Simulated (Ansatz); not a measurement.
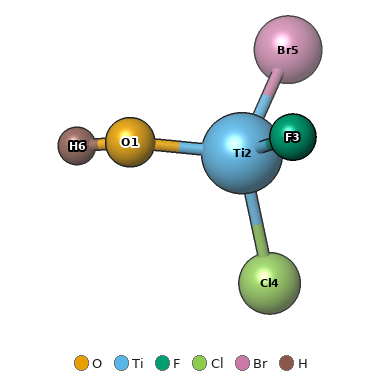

The system is BrClFHOTi, SMILES [OH][Ti]([F])([Cl])[Br]; the picture shows the reference structure. 
- First axis: bond length O1–Ti2. Second axis: bond length Ti2–Br5.
- Nothing is relaxed (all other coordinates rigid).
- The grid has 9 × 9 points.
- Points are written as (first, second).
- Energies: kJ/mol, counted from the lowest grid point.
- The reference is spin-restricted, which grows unreliable where a bond is stretched far.
- Level of theory: Ansatz 0.2.0, RKS r2SCAN-D4/def2-SVP.

Its coordinates:

```yaml
atoms:
  - { symbol: O, position_ang: [0.1312, -0.0467, 1.3801] }
  - { symbol: Ti, position_ang: [0.1824, -0.1255, -0.3670] }
  - { symbol: F, position_ang: [1.6895, -0.8475, -0.8302] }
  - { symbol: Cl, position_ang: [-1.4979, -1.3330, -1.0808] }
  - { symbol: Br, position_ang: [0.0015, 2.0488, -1.2339] }
  - { symbol: H, position_ang: [-0.4646, 0.2398, 2.0855] }
```

Range: bond length O1–Ti2 from 1.540 to 2.187 Å; bond length Ti2–Br5 from 1.925 to 3.522 Å.

Predict the map.

The lowest grid point is at (1.782 Å, 2.324 Å). No other kind of well shows on this grid. The highest grid point, (2.187 Å, 3.522 Å), lies 400 kJ/mol above the lowest. Round the minimum the two coordinates are weakly coupled (coupling 0.06 in units of the two stiffnesses).

```csv
"bond length Ti2–Br5 ↓, bond length O1–Ti2 →",1.540,1.621,1.701,1.782,1.863,1.944,2.025,2.106,2.187
3.522,326,265,241,242,260,289,323,361,400
3.322,284,223,199,201,219,247,281,319,358
3.123,238,177,153,154,172,200,235,272,311
2.923,190,128,104,105,122,150,184,222,260
2.723,144,81,56,56,73,100,134,171,209
2.524,107,43,17,16,32,58,91,127,165
2.324,96,31,3,0,15,40,72,107,144
2.125,146,77,47,42,54,78,109,143,179
1.925,323,251,217,209,219,241,269,302,337
```

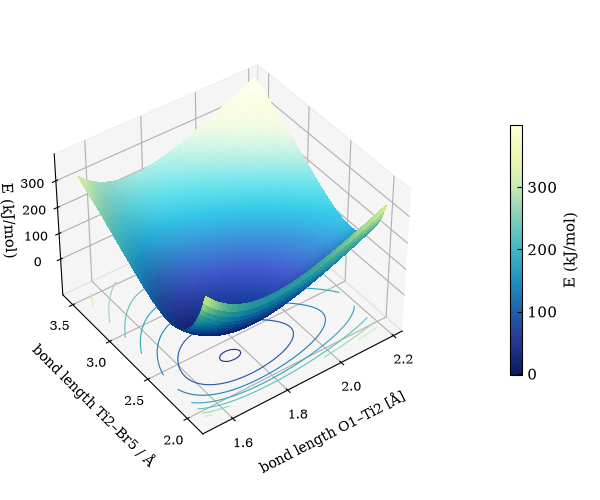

Drawn: a relief with its contours projected below. Between grid points the surface is interpolated.

The whole map (81 points run) took 19 min on 1 thread of Intel(R) Xeon(R) Processor @ 2.70GHz, on a shared host.
